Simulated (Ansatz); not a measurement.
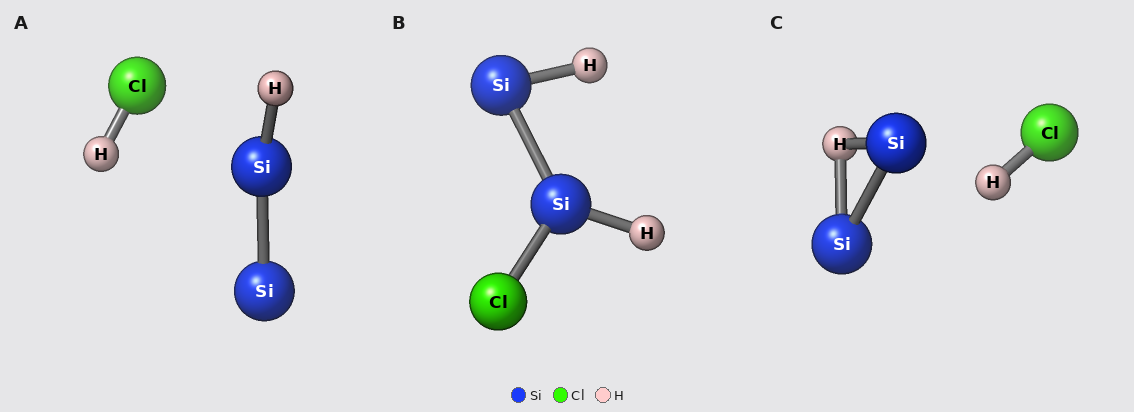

3 stationary structures of one formula. The species is neutral and a spin doublet. Geometries: PBE-D4/def2-SVP. Electronic energies: PBE-D4/def2-SVP (Ansatz 0.2.0), without zero-point energy. No frequency run is at hand to confirm each as a minimum.

Question: Which structure is the most stable?

Answer: B is lowest (Cs); C lies 42.7 kcal/mol above it (C1), A lies 50.7 kcal/mol above it (C1).
